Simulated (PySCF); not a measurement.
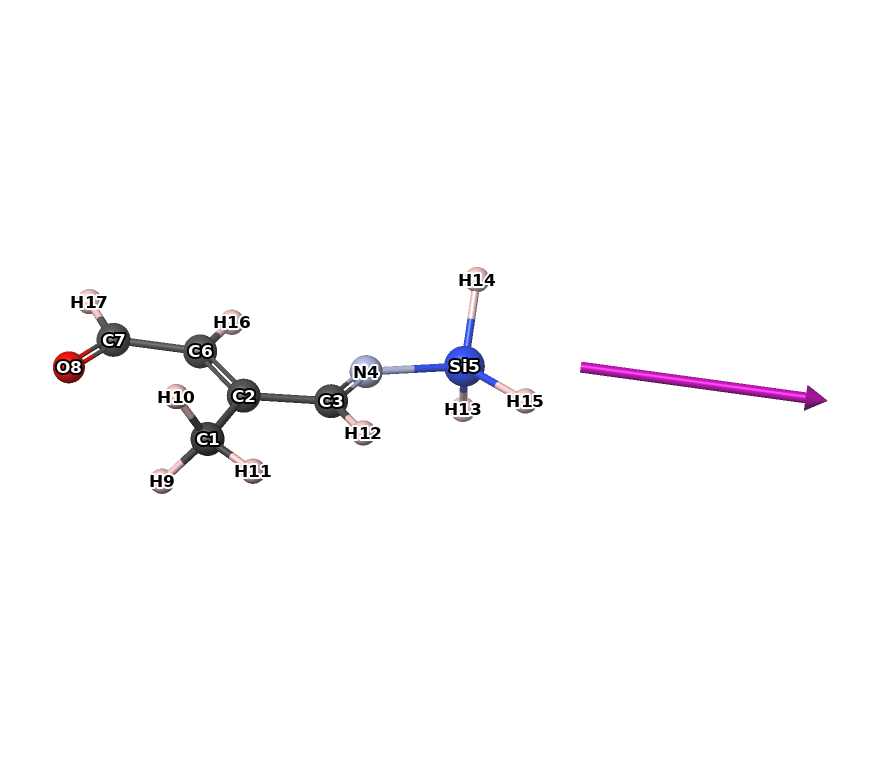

The arrow beside the molecule shows the direction of the dipole moment, from the negative to the positive end (its length means nothing). The geometry was computed by an optimisation with GFN2-xTB. No frequency run is at hand to confirm it as a minimum. Method: B3LYP/def2-SVPD, gas phase (PySCF 2.14.0).

Estimate the dipole moment.

2.47 D; it points from the side of O8 to the side of H15 (the outermost atoms at the two ends).

The geometry is semi-empirical. Around Si such bond lengths and angles can be off by a tenth of an ångström or more and by several degrees, and values that hang on the shape move with them.
